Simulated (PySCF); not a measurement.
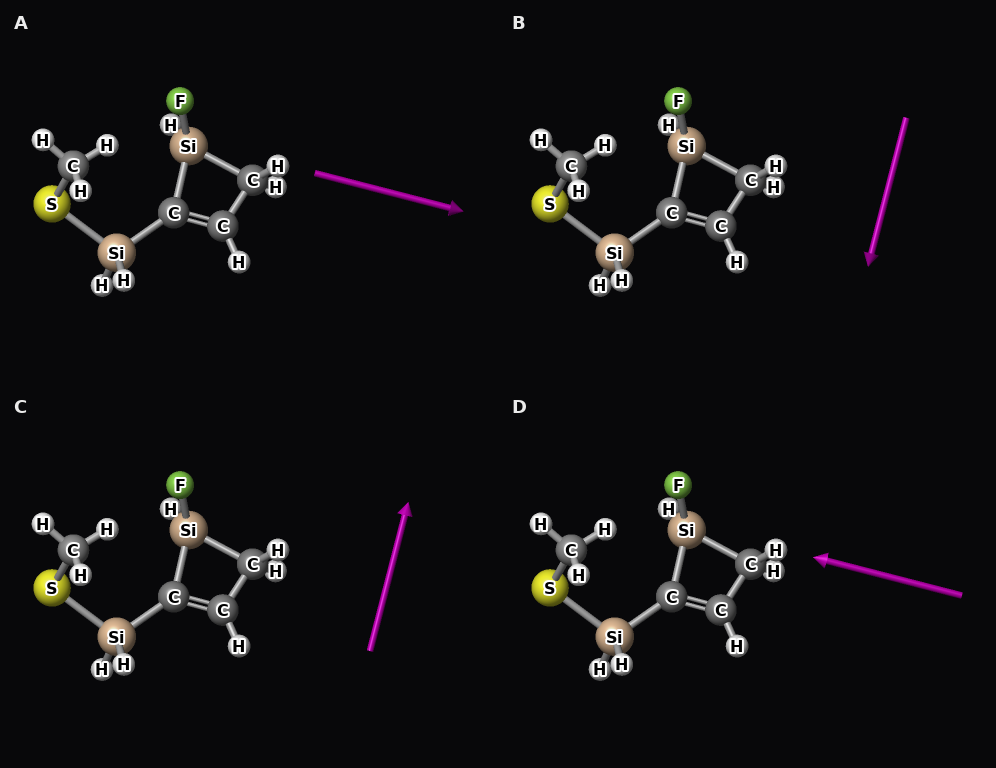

The same molecule four times, each with an arrow. The computed structure is the end point of a GFN2-xTB optimisation. No frequency run is at hand to confirm it as a minimum. Method: PBE0/pcSseg-1, gas phase (PySCF 2.14.0).

> Which arrow points along the dipole moment, from the negative to the positive end?

A. The dipole moment is 2.81 D.

The geometry is semi-empirical. Around Si such bond lengths and angles can be off by a tenth of an ångström or more and by several degrees, and values that hang on the shape move with them.
